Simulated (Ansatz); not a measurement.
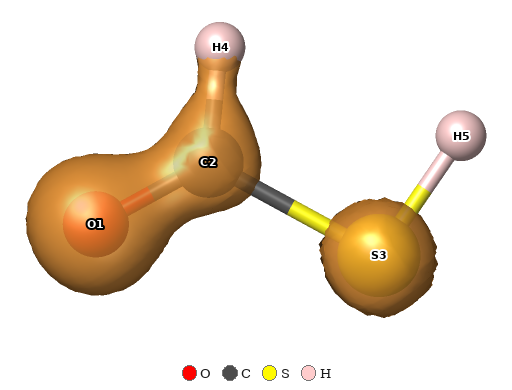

Figure. CH₂OS. Isosurface of the total electron density at 1.5 e/Å³ (orange), seen across its widest extent.

Method: UKS PBE0-D4/6-31G in Ansatz.

The calculation's input:

```
crystal:
  periodic: [false, false, false]
  atoms:
    - { symbol: O, position_ang: [-0.465, -1.5438, 0.7305] }
    - { symbol: C, position_ang: [-0.3585, -0.4276, 0.1547] }
    - { symbol: S, position_ang: [1.1801, 0.3531, 0.0427] }
    - { symbol: H, position_ang: [-1.1166, 0.1234, -0.3239] }
    - { symbol: H, position_ang: [0.8098, 1.4213, -0.6453] }
magnetization:
  spin_polarized: true
basis:
  gaussian: { orbitals: "6-31G" }
hamiltonian:
  xc: pbe0
  dispersion: d4
relax:
  f_tol: 0.02
  max_steps: 40
output:
  orbitals: {}
```

Run with:

```sh
ansatz run input.yaml --threads 1 --pin off --max-ram 2048MiB --backend cpu --events-out ev --progress --plain --runs-dir out
```

The fields are those of the relaxed geometry.

Q: What does this surface tell about the bonding?

A: At this value the surface falls into three separate pieces. It bridges the shortest C–O (1.22 Å) and C–H (1.10 Å) contacts, where the density stays above the isovalue. It is pinched off along the shortest C–S (1.84 Å) and S–H (1.38 Å) contacts. On the grid the lowest density along these lines, outside the cores, is 2.6 e/Å³ (C–O, 1.22 Å), 1 e/Å³ (C–S, 1.84 Å), 1.8 e/Å³ (C–H, 1.10 Å) and 1.1 e/Å³ (S–H, 1.38 Å).
